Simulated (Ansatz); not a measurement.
## PbZrO3: carrier doping

Take PbZrO₃ in the cubic perovskite structure (space group Pm-3m, No. 221; a = 4.141 Å; a cell from a computed database, its experimental status unchecked) as the base.

Carriers are added at fixed cell with a uniform background; the Fermi–Dirac width is that of 300 K.

Calculations: PBEsol/PAW in Ansatz (a quantum-chemistry and plane-wave program), spin-orbit coupling left out.

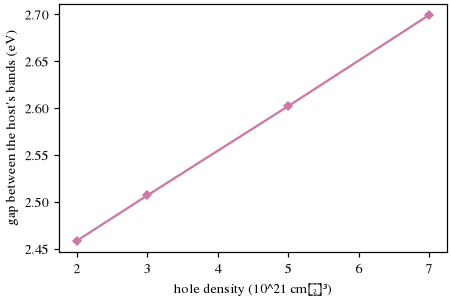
*Gap between the host's bands against hole density*

### Question
From the plot, what is the gap between the host's bands for holes 7.0×10^21 cm⁻³?

### Answer
About 2.70 eV.

### Question
Is the trend monotonic over the range shown?

### Answer
Yes, it rises throughout, spanning 2.46 eV to 2.70 eV.

Charged cell with a jellium background: band edges are those of the host's band count, energies are not comparable with the neutral cell, and many-body gap narrowing is missing. Spin-orbit coupling, missing from the scalar runs, can matter with Pb. No phonon test of stability was made. Many cubic perovskites are stable only at high temperature; tilts and polar distortions were not tested.
